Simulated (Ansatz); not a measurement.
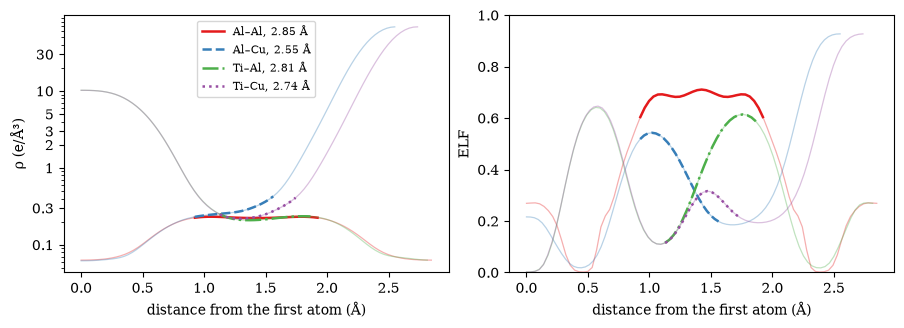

*Ti₃Al₃Cu₂. Valence pseudo-density and ELF along straight lines between neighbouring atoms. Thin, pale parts lie inside the atomic spheres.*

Space group P4/mmm; a generated structure, not necessarily the stable one; computed without spin polarisation.

The calculation used Ansatz 0.2.0, DFT PBE, scalar-relativistic, plane waves, PAW.

In a PAW calculation such maps are meaningful between the atoms, not at the nuclei.

The calculation's input:

```
crystal:
  lattice:
    - [2.8478644437, 0.0, 0.0]
    - [0.0, 2.8478644437, 0.0]
    - [0.0, 0.0, 14.7988335378]
  atoms:
    - { symbol: Ti, position: [0.0, 0.0, 0.7308112041] }
    - { symbol: Ti, position: [0.0, 0.0, 0.2691887959] }
    - { symbol: Ti, position: [0.0, 0.0, 0.0] }
    - { symbol: Al, position: [0.5, 0.5, 0.8637142331] }
    - { symbol: Al, position: [0.5, 0.5, 0.1362857669] }
    - { symbol: Al, position: [0.0, 0.0, 0.5] }
    - { symbol: Cu, position: [0.5, 0.5, 0.6057056406] }
    - { symbol: Cu, position: [0.5, 0.5, 0.3942943594] }
basis:
  ecutwfc: 420
kpoints:
  mp_grid: { grid: [12, 12, 2] }
  band_path:
    path:
      - [[0.0, 0.0, 0.0], [0.0, 0.5, 0.0], [0.5, 0.5, 0.0], [0.0, 0.0, 0.0], [0.0, 0.0, 0.5], [0.0, 0.5, 0.5], [0.5, 0.5, 0.5], [0.0, 0.0, 0.5]]
      - [[0.0, 0.5, 0.0], [0.0, 0.5, 0.5]]
      - [[0.5, 0.5, 0.0], [0.5, 0.5, 0.5]]
    npoints: 14
hamiltonian:
  xc: pbe
scf:
  occupations: { method: gaussian, width: 0.1 }
  n_extra_bands: 20
output:
  forces: true
  stress: true
  eigenvalues: true
  populations: true
  dos: { projected: true, de: 0.02, nscf_kmesh: { grid: [15, 15, 3] } }
  bader: true
  write_density: true
  write_potential: true
  elf: true
  volumetric_format: npy
```

Launched as:

```sh
ansatz run input.yaml --threads 1 --pin off --max-ram 2560MiB --backend cpu --events-out ev --progress --plain --runs-dir out
```

Below, planes, directions and counts refer to the conventional cell (a = 2.85 Å, b = 2.85 Å, c = 14.80 Å, α = 90.00°, β = 90.00°, γ = 90.00°).

Question: Compare the contacts.

Answer: Al–Al (2.85 Å): the density is about 0.22 e/Å³ at the midpoint; the ELF peaks at about 0.70 between the atoms.
Al–Cu (2.55 Å): the density is about 0.27 e/Å³ at the midpoint; the ELF is about 0.40 at the midpoint.
Ti–Al (2.81 Å): ρ is about 0.21 e/Å³ halfway; the ELF is about 0.35 at the midpoint.
Ti–Cu (2.74 Å): the density is about 0.22 e/Å³ at the midpoint; the ELF is about 0.30 at the midpoint (no shared electron pair shows on this line).
